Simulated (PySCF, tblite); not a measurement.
# C6H4S2: vibronic structure

What do calculations give for the vibronic structure of C6H4S2 (`c1cc2sccc2s1`)?

Programs: tblite 0.8.0 and PySCF 2.14.0, with routines of our own; each step states its level. All values are computed. Atoms count from 0.

## Step 1: The system as given

12 atoms, charge 0, multiplicity 1; geometry from: force field or distance geometry start.

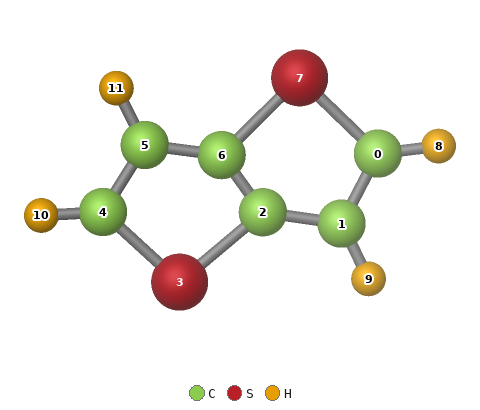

The starting geometry (carbon green, sulfur red, hydrogen amber).

## Step 2: Optimising the geometry with GFN2-xTB

Job settings and geometry (Å):

```
{"job": {"kind": "relax", "xc": "GFN2-xTB", "basis": "xTB"}, "charge": 0, "multiplicity": 1}
C     -2.380300     0.074900     0.419000
C     -1.608800    -0.967200    -0.006800
C     -0.298500    -0.554900    -0.096700
S      1.266000    -1.456700    -0.620700
C      2.412100    -0.081500    -0.420600
C      1.553600     0.901700    -0.020400
C      0.273100     0.510000     0.086600
S     -1.220800     1.550700     0.628400
H     -3.425400     0.019700     0.580700
H     -1.942800    -1.961700    -0.205300
H      3.463400     0.044300    -0.572100
H      1.909600     1.919900     0.201800
```

Run with:

```bash
$ OMP_NUM_THREADS=1 python excited_run.py task.json out
```

This one command runs all jobs of the session in turn.

The log of the run:

```text
step      E/eV     max force
  0    -578.48736   11.002
  1    -579.87795    6.112
  2    -580.39444    2.117
  3    -580.70958    1.268
  4    -580.86975    1.326
  5    -581.01056    0.648
  6    -581.04206    0.445
  7    -581.05591    0.405
  8    -581.06407    0.283
  9    -581.06879    0.175
 10    -581.07084    0.134
 11    -581.07220    0.142
 12    -581.07334    0.123
 13    -581.07439    0.106
 14    -581.07506    0.076
 15    -581.07532    0.031
 16    -581.07538    0.024
 17    -581.07541    0.021
 18    -581.07543    0.017
 19    -581.07546    0.018
 20    -581.07549    0.018
 21    -581.07550    0.011
 22    -581.07551    0.006
```

It took 0.14 s on 1 thread of Arm Neoverse V1, shared host.

The steps of the relaxation:

```tsv
step	energy from step 0 (eV)	largest force (eV/Å)
0	0.0000	11.0016
1	-1.3906	6.1122
2	-1.9071	2.1173
3	-2.2222	1.2677
4	-2.3824	1.3261
5	-2.5232	0.6476
6	-2.5547	0.4453
7	-2.5686	0.4051
8	-2.5767	0.2830
9	-2.5814	0.1749
10	-2.5835	0.1337
11	-2.5848	0.1421
12	-2.5860	0.1228
13	-2.5870	0.1061
14	-2.5877	0.0762
15	-2.5880	0.0306
16	-2.5880	0.0236
17	-2.5881	0.0206
18	-2.5881	0.0166
19	-2.5881	0.0184
20	-2.5881	0.0177
21	-2.5881	0.0112
22	-2.5882	0.0057
```

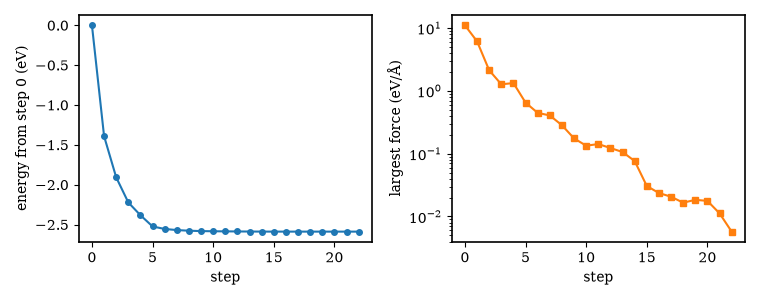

Energy and largest force along the relaxation.

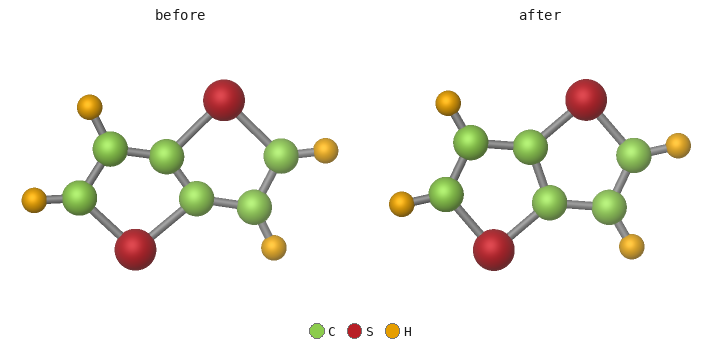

Before and after, at one scale.

Distances of close pairs at the start and the end, largest changes first:

```tsv
bond	before (Å)	after (Å)	change (Å)
C6–S7	1.900	1.728	-0.172
C2–C6	1.222	1.389	+0.167
C0–S7	1.888	1.733	-0.156
C2–S3	1.880	1.728	-0.152
S3–C4	1.801	1.733	-0.069
C5–C6	1.343	1.411	+0.067
C1–C2	1.377	1.411	+0.034
C5–H11	1.101	1.074	-0.027
```

The final coordinates are the input of the step that follows.

## Step 3: Harmonic vibrations with GFN2-xTB

Job settings and geometry (Å):

```
{"job": {"kind": "ir", "xc": "GFN2-xTB", "basis": "xTB"}, "charge": 0, "multiplicity": 1}
C     -2.230605     0.071411     0.392432
C     -1.505713    -0.997953    -0.021896
C     -0.142799    -0.661607    -0.159574
S      1.288807    -1.506447    -0.630759
C      2.230964    -0.071194    -0.396587
C      1.505470     0.997780     0.017510
C      0.142530     0.661204     0.153981
S     -1.288318     1.506756     0.625655
H     -3.284507     0.117485     0.582785
H     -1.915448    -1.971263    -0.218405
H      3.285117    -0.117579    -0.585787
H      1.915701     1.970721     0.214618
```

The log of the run:

```text
mode    cm-1     km/mol
  1     197.4      0.90
  2     209.2      0.16
  3     340.8      2.07
  4     402.3      0.00
  5     458.4      0.00
  6     480.7      0.41
  7     524.4      0.00
  8     587.7      0.00
  9     619.9      0.33
 10     731.7     27.15
 11     754.9      0.00
 12     772.4      0.00
 13     787.9     30.58
 14     821.4      0.00
 15     824.1      8.94
 16     845.4      0.00
 17     914.6     30.38
 18    1066.9      0.00
 19    1089.6      5.29
 20    1155.9      0.00
 21    1164.1     42.81
 22    1333.0      0.00
 23    1363.8     10.73
 24    1440.0      0.00
 25    1484.1     60.94
 26    1508.8      0.00
 27    3141.6      3.28
 28    3142.0      9.43
 29    3163.4     11.31
 30    3164.3      0.94
```

Run time: 0.39 s. Hardware: 1 thread of Arm Neoverse V1, shared host.

The strongest bands and the atoms that carry them (share of the mass-weighted mode):

```tsv
cm⁻¹	km/mol	atoms
732	27.1	H8 39 %, H10 38 %
788	30.6	C4 26 %, C0 26 %, S3 13 %, S7 13 %
915	30.4	C2 23 %, C6 23 %
1164	42.8	H11 23 %, H9 23 %, H10 12 %, H8 12 %
1364	10.7	C2 23 %, C6 23 %, C1 20 %, C5 20 %
1484	60.9	C1 25 %, C5 25 %, C0 22 %, C4 22 %
3142	9.4	H11 80 %
3163	11.3	H10 67 %, H8 19 %
```

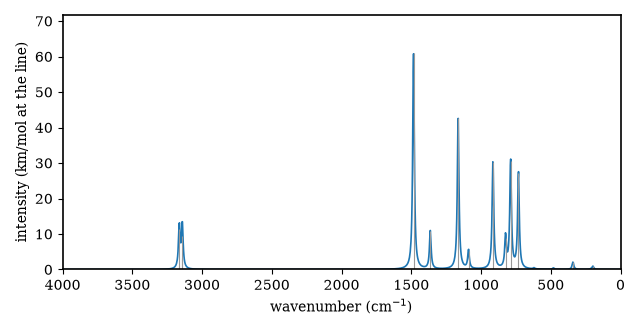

The infrared spectrum from these modes, unscaled. Lines are broadened to a width of 14 cm⁻¹ (Lorentzian).

## Step 4: Vibronic structure: TDDFT PBE0/cc-pVDZ

Settings changed since step 3:

```diff
@@ -1,2 +1,2 @@
-{"job": {"kind": "ir", "xc": "GFN2-xTB", "basis": "xTB"}, "charge": 0, "multiplicity": 1}
+{"job": {"kind": "vib", "xc": "PBE0", "basis": "cc-pVDZ", "tda": false}, "charge": 0, "multiplicity": 1}
 C     -2.230605     0.071411     0.392432
```

Method: TDDFT PBE0/cc-pVDZ vertical-gradient vibronic structure (displaced harmonic oscillators, Condon), gas phase.

The log of the run:

```text
final grid: 53600 points
cycle   1  E = -1026.8617753196  dE =  1.799e+00  |g| = 2.969e-01  |ddm| = 7.263e+00
cycle   2  E = -1026.8502061929  dE =  1.157e-02  |g| = 3.652e-01  |ddm| = 1.203e+00
cycle   3  E = -1026.8856273380  dE = -3.542e-02  |g| = 7.706e-02  |ddm| = 6.706e-01
cycle   4  E = -1026.8869933230  dE = -1.366e-03  |g| = 3.474e-02  |ddm| = 1.624e-01
cycle   5  E = -1026.8872947907  dE = -3.015e-04  |g| = 9.501e-03  |ddm| = 6.282e-02
cycle   6  E = -1026.8873211010  dE = -2.631e-05  |g| = 1.439e-03  |ddm| = 2.073e-02
cycle   7  E = -1026.8873215813  dE = -4.803e-07  |g| = 4.287e-04  |ddm| = 3.120e-03
cycle   8  E = -1026.8873216239  dE = -4.262e-08  |g| = 1.406e-04  |ddm| = 8.081e-04
cycle   9  E = -1026.8873216293  dE = -5.387e-09  |g| = 8.592e-06  |ddm| = 2.501e-04
cycle  10  E = -1026.8873216293  dE = -3.433e-11  |g| = 4.885e-06  |ddm| = 2.821e-05
converged SCF energy = -1026.8873216293

Singlet excitations (eV, f): 4.983 (0.2454)  5.205 (0.0905)  5.687 (0.0000)  5.948 (0.0000)  6.039 (0.0000)  6.106 (0.0000)

State S1  4.9832 eV  f = 0.24538  H->L 0.91
  relaxed dipole 0.003 D, largest gradient of the excitation energy 0.0545 Eh/bohr
  mode    cm-1        S   lambda/meV  Raman
   24   1440.0    0.8636     154.2   1.000
   26   1508.8    0.4784      89.5   0.608
    5    458.4    1.1188      63.6   0.131
   22   1333.0    0.0437       7.2   0.043
   18   1066.9    0.0467       6.2   0.030
   20   1155.9    0.0123       1.8   0.009
  reorganisation energy 0.3234 eV, total S 2.569, 0-0 4.6598 eV
  absorption maximum 4.898 eV, width 0.444 eV

State S2  5.2046 eV  f = 0.09049  H-1->L 0.90
  relaxed dipole 0.003 D, largest gradient of the excitation energy 0.0515 Eh/bohr
  mode    cm-1        S   lambda/meV  Raman
   12    772.4    1.1059     105.9   0.919
   24   1440.0    0.3464      61.8   1.000
   16    845.4    0.3178      33.3   0.316
   22   1333.0    0.1661      27.5   0.411
   20   1155.9    0.1816      26.0   0.338
    5    458.4    0.1453       8.3   0.042
    7    524.4    0.0742       4.8   0.028
   26   1508.8    0.0151       2.8   0.048
  reorganisation energy 0.2719 eV, total S 2.358, 0-0 4.9327 eV
  absorption maximum 5.121 eV, width 0.402 eV

State T1  3.2845 eV  f = 0.00000  H->L 0.91
  relaxed dipole 0.002 D, largest gradient of the excitation energy 0.0684 Eh/bohr
  mode    cm-1        S   lambda/meV  Raman
   24   1440.0    1.5311     273.4   1.000
   26   1508.8    0.5077      95.0   0.364
    5    458.4    1.0902      62.0   0.072
    7    524.4    0.3948      25.7   0.034
   22   1333.0    0.1179      19.5   0.066
   12    772.4    0.0766       7.3   0.014
   18   1066.9    0.0485       6.4   0.017
   16    845.4    0.0163       1.7   0.004
  reorganisation energy 0.4922 eV, total S 3.787, 0-0 2.7922 eV
  absorption maximum 3.210 eV, width 0.564 eV
```

It took 28 s on 1 thread of Arm Neoverse V1, shared host; peak memory 0.79 GiB.

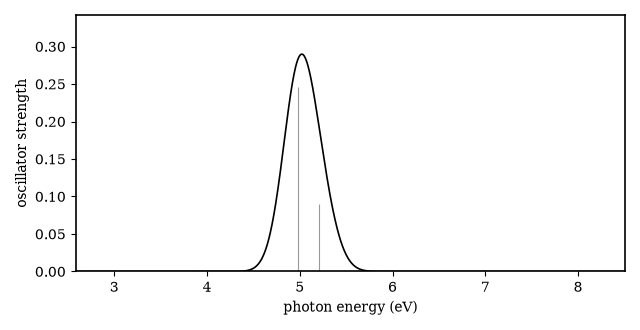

Absorption lines of the singlets. Lines are broadened to a width of 0.40 eV (Gaussian).

## Step 5: What came out

| quantity | value |
| --- | --- |
| strongest single infrared mode (GFN2-xTB) | 1484 cm⁻¹, 61 km/mol |
| zero-point energy (GFN2-xTB) | 49.3 kcal/mol |
| S1: vertical, reorganisation, 0-0, total S (step 4, TDDFT PBE0/cc-pVDZ, modes from GFN2-xTB) | 4.98, 0.32, 4.66 eV; 2.6 |
| S2: vertical, reorganisation, 0-0, total S (step 4, TDDFT PBE0/cc-pVDZ, modes from GFN2-xTB) | 5.20, 0.27, 4.93 eV; 2.4 |
| T1: vertical, reorganisation, 0-0, total S (step 4, TDA PBE0/cc-pVDZ, modes from GFN2-xTB) | 3.28, 0.49, 2.79 eV; 3.8 |

In words: All 30 modes are real, so the xTB geometry is a minimum. The strongest single mode, at 1484 cm⁻¹, has its largest shares on C1, C5, C0 and C4 (the list is cut at 4 atoms). GFN2-xTB is a fitted tight-binding method: band positions and strengths are rough. Its intensities can rank the bands wrongly. The vibronic model keeps the ground-state modes (from xTB) and shifts them along the gradient alone, so it can miss much of the relaxation that a full optimisation finds.
